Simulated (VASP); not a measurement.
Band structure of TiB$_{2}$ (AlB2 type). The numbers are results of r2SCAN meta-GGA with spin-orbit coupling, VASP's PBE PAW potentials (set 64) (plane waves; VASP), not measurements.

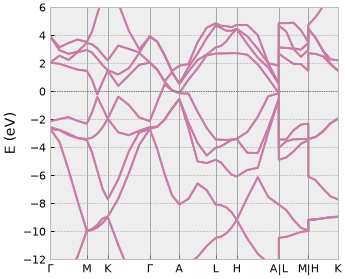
Fig. 1. Bands along high-symmetry lines, zero at the valence-band maximum or, without a gap, the Fermi level

Problem. Read the plot: is there a gap, and where are the band edges?

Solution. It has no gap at this level: it comes out as a metal or semimetal.

The compound is TiB2 in the AlB2 type structure. It was relaxed first.
